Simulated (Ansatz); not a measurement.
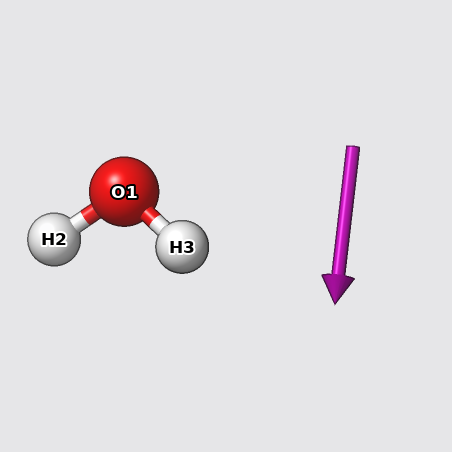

The arrow beside the molecule shows the direction of the dipole moment, from the negative to the positive end (its length means nothing). The computed structure is the end point of a PBE0-D4/def2-TZVP optimisation. Properties computed with RKS PBE0-D4/def2-TZVP (Ansatz 0.2.0).

> Estimate the dipole moment.

2.07 D; it points from the side of O1 to the side of H2, H3 (the outermost atoms at the two ends).
